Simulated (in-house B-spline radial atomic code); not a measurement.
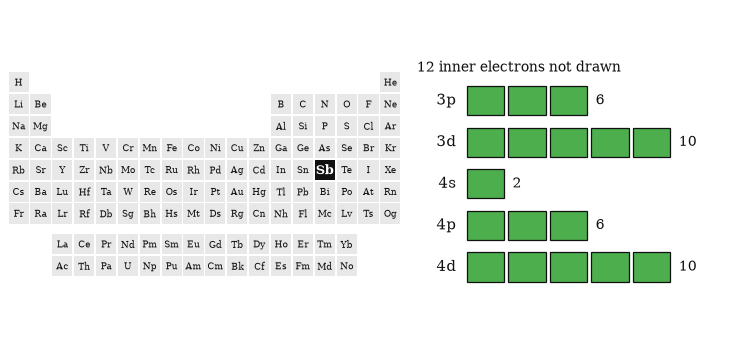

*Left, the place of antimony in the periodic table; right, the outer shells of the closed core: a box for each of the 2l + 1 orbitals, shaded by the share of the shell that is filled, with the electron count at the right.*

# Many-body perturbation calculation for Sb³⁺

System: Sb³⁺, core [Kr] 4d10.
Method: configuration interaction of two valence electrons with many-body perturbation theory for the core (screened one- and two-electron correlation potentials), Breit and QED, no-pair Dirac, B-spline basis (in-house B-spline radial atomic code).

## Input file
```
basis_form = 3
Z = 51
core_configuration = [Kr] 4d10
rms_radius = 4.6802
mass_number = 121
speed_of_light = 137.035999084
box_radius = 18.0
lmax = 6
intervals = 64
virtual_cutoff = 5202.0
```

Hardware: 1 CPU thread, shared host.

The run was one of a batch that the task file lists, launched with:
```bash
python <driver script> task.json out
```

The program writes its results to a structured record and prints no log; tables and figures of this report are taken from that record.

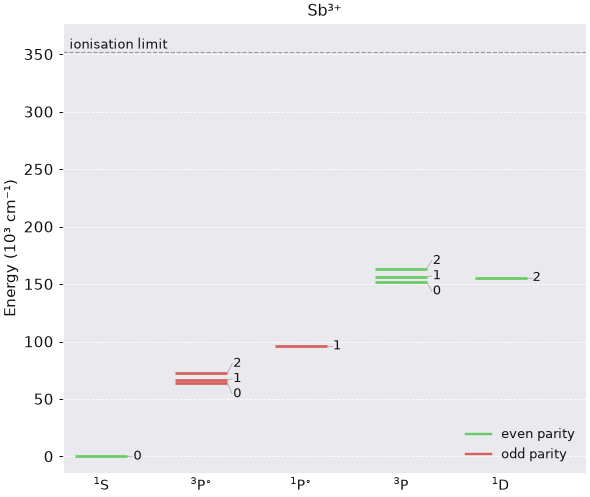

*Levels of Sb³⁺, two electrons outside the core [Kr] 4d¹⁰. CI+MBPT: configuration interaction in the frozen-core Dirac–Hartree–Fock potential with screened core-valence correlation, Breit and QED terms; computed with a B-spline radial code.*

The lowest level is 5s² ¹S₀. The first excited level, 5s 5p ³P°₀, lies at 64,100 cm⁻¹. It is also the lowest level of opposite parity. The ionisation energy is 43.69 eV, against 42.32 eV from CI without core-valence correlation and a measured value of 43.80 eV.

| Level | E (cm⁻¹) |
| --- | --- |
| 5s² ¹S₀ | 0 |
| 5s 5p ³P°₀ | 64,110 |
| 5s 5p ³P°₁ | 66,390 |
| 5s 5p ³P°₂ | 72,250 |
| 5s 5p ¹P°₁ | 95,990 |
| 5p² ³P₀ | 151,800 |
| 5p² ¹D₂ | 155,600 |
| 5p² ³P₁ | 156,200 |
| 5p² ³P₂ | 163,200 |

## Results in brief

```
 quantity      value
  outcome  converged
wall time    1.9 min
```
